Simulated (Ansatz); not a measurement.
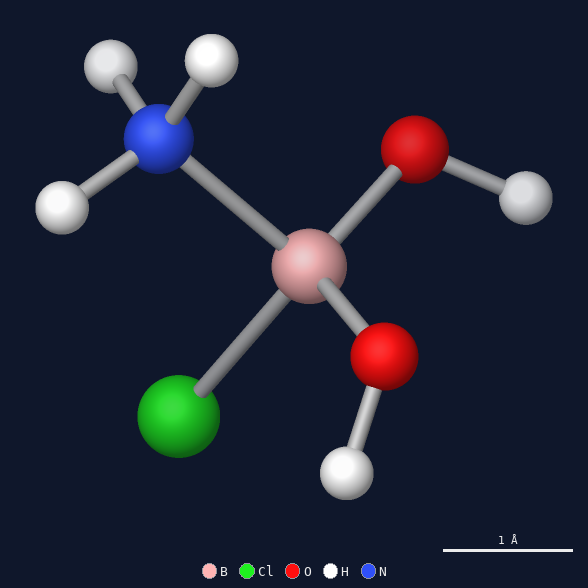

Rendered structure (ball-and-stick style). Every bond is drawn as one stick, whatever its order.

The geometry was computed by an optimisation with PBE0-D4/def2-TZVP.

**Count the atoms of each element.**

BClH₅NO₂, 10 atoms: 1 boron, 1 chlorine, 5 hydrogen, 1 nitrogen and 2 oxygen.

**Count the bonded pairs by element.**

3 N–H, 2 O–H, 2 B–O, 1 B–Cl, 1 B–N. Sticks follow a distance rule.

**How many atoms are distinct by symmetry?**

10: 1 B, 1 Cl, 1 O, 1 O, 1 H, 1 N, 1 H, 1 H, 1 H, 1 H.

**Give the symmetry (Schoenflies symbol).**

C1.

The parts below concern this one geometry. Atoms keep their numbers from picture to picture.

**Dipole moment**

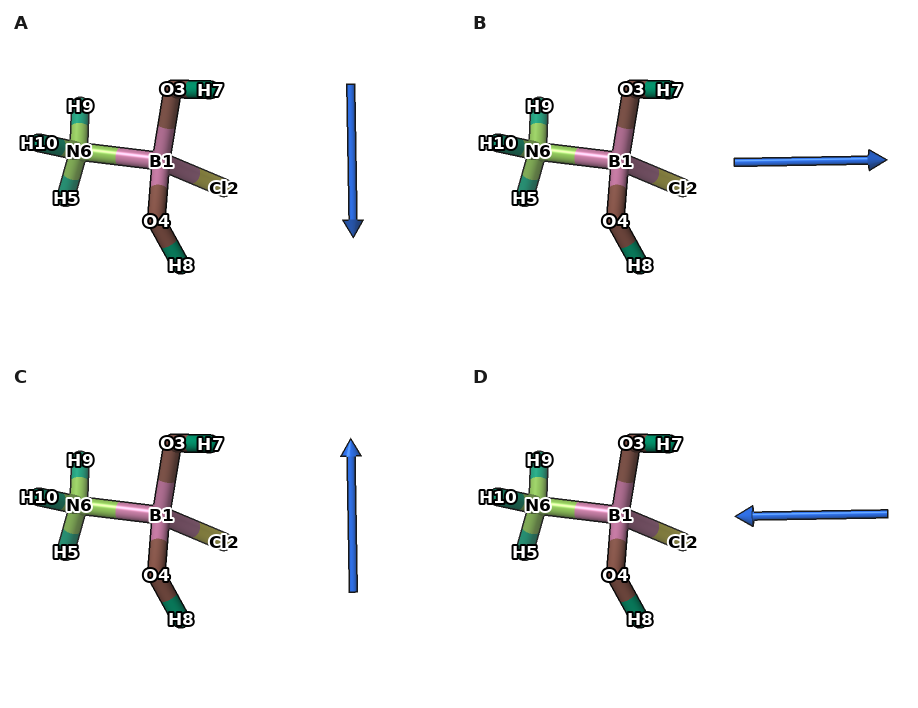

The same molecule four times, each with an arrow. Properties computed with RKS PBE0-D4/def2-TZVP (Ansatz 0.2.0).

**Which arrow points along the dipole moment, from the negative to the positive end?**

D. The dipole moment is 4.31 D; it points from the side of Cl2, H7 to the side of H10 (the outermost atoms at the two ends).

**Vibrations**

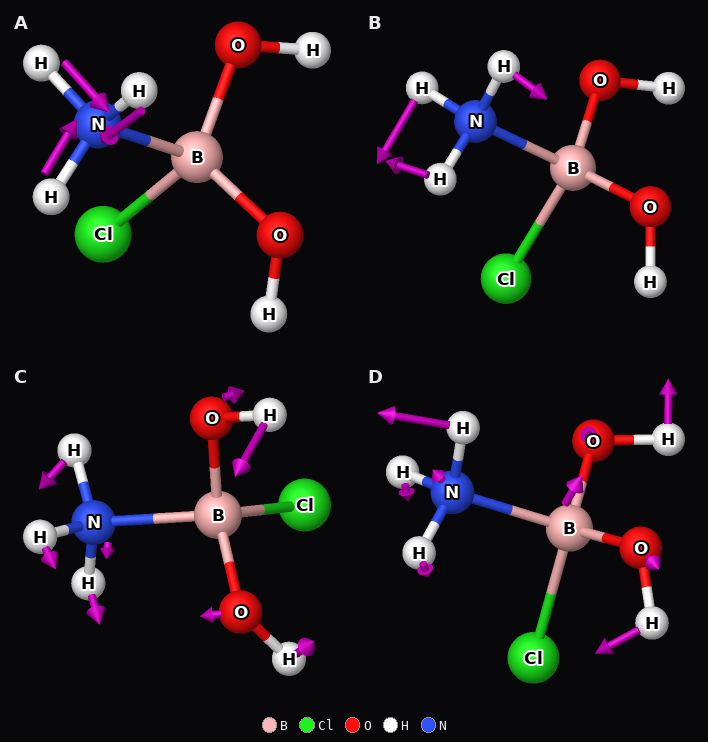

4 normal modes of one molecule or complex, as arrows. Harmonic vibrations computed with RKS PBE0-D4/def2-TZVP (Ansatz 0.2.0) at a stationary point of the same level.

**Match the panels to the wavenumbers 252 cm⁻¹, 540 cm⁻¹, 1645 cm⁻¹, 3477 cm⁻¹.**

A: 3477 cm⁻¹, in-phase stretching of 3 N–H bonds
B: 1645 cm⁻¹, H–N–H bending
C: 252 cm⁻¹
D: 540 cm⁻¹

**Charges**

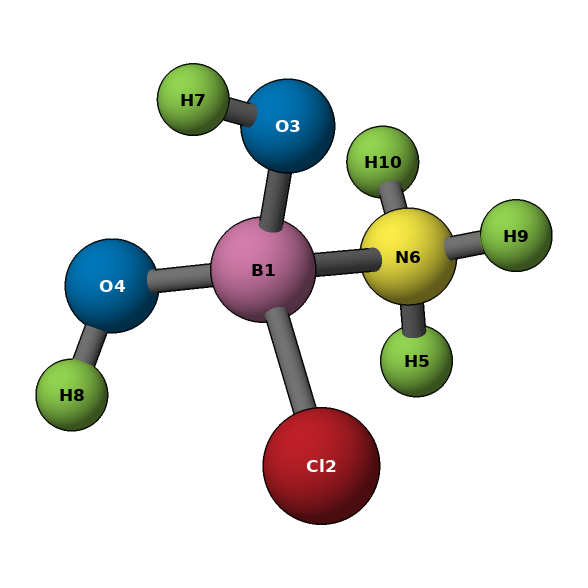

The questions are on Mulliken charges. Method: RKS PBE0-D4/def2-TZVP (Ansatz 0.2.0).

**Which atom carries the highest charge (most positive or least negative)?**

H7, H8 (0.33 e).

**And the lowest?**

O3 (−0.50 e).

Give the Mulliken charges atom by atom.

| atom | value (e) |
| --- | --- |
| B1 | 0.21 |
| Cl2 | −0.34 |
| O3 | −0.50 |
| O4 | −0.49 |
| H5 | 0.29 |
| N6 | −0.41 |
| H7 | 0.33 |
| H8 | 0.33 |
| H9 | 0.30 |
| H10 | 0.29 |

**Electronic properties**

Method: CCSD(T)/CBS estimate, frozen core: MP2 correlation extrapolated from def2-TZVPP and def2-QZVPP, CCSD(T) minus MP2 from the smaller set (Ansatz 0.2.0).

**Give the T1 diagnostic at this level.**

0.010.

Mulliken values depend strongly on the basis set and can even reverse the polarity of a bond.
